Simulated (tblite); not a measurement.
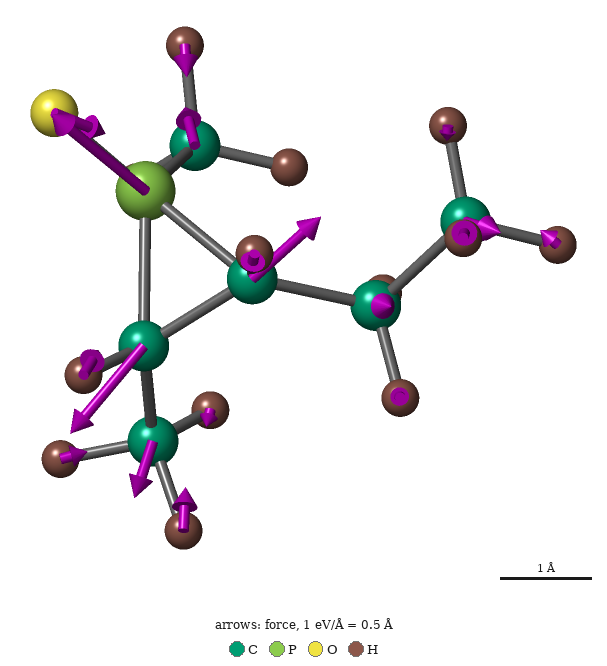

Starting geometry of C6H13OP with the computed forces as purple arrows. The picture is a ball-and-stick view, seen at a tilt.

Theory: GFN2-xTB geometry optimisation, gas phase in tblite 0.8.0. 

Is this structure relaxed? If not, where do the atoms go?

It isn't relaxed: the largest force vector, on the P atom, is 3.37 eV/Å. The final displacements have little in common with the starting forces (cosine between the two patterns 0.14). The largest move after the best rigid fit is that of an H atom, 0.61 Å. Largest moves by element: H 0.61 Å, C 0.21 Å, O 0.19 Å, P 0.12 Å. Among the contacts that change: C–C 1.493 → 1.573 Å, C–H 1.128 → 1.088 Å, C–P 1.783 → 1.818 Å, O–P 1.505 → 1.470 Å. Bond angles that change, for instance: C–C–P 119.2° → 126.6°, C–P–O 114.7° → 121.9°, C–P–C 121.2° → 114.6°. Groups turn about C–P by about 25°, C–C by about 20°. Over 107 geometry steps the energy falls by 0.518 eV.
